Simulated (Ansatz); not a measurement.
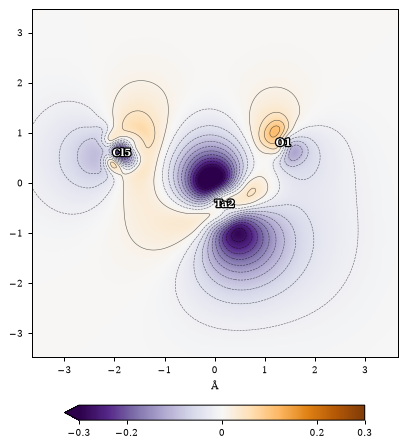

Figure. Cl$_{3}$OTa. The LUMO on the plane of atoms O1, Ta2 and Cl5 (values in Å⁻³ᐟ²; the overall sign is arbitrary).

Geometry: PBE0-D4/def2-TZVP; core potentials replace the inner electrons of Ta.

Method: RKS PBE0-D4/def2-TZVPP (Ansatz).

```xyz
5

O    -0.8515    0.0898    1.5378
Ta   -0.0250   -0.0105    0.0546
Cl    1.6303   -1.5621    0.2939
Cl   -1.5359   -0.6462   -1.5322
Cl    0.8320    2.0553   -0.3955
```

Question: Where does this orbital lie, and at what energy?

Answer: Its weight (Hirshfeld) is mainly on Ta2 (about 65 %), Cl3 (about 10 %), Cl4 (about 10 %) and Cl5 (about 10 %). It is one of a degenerate set, so its orientation is arbitrary. Its energy is −2.76 eV.
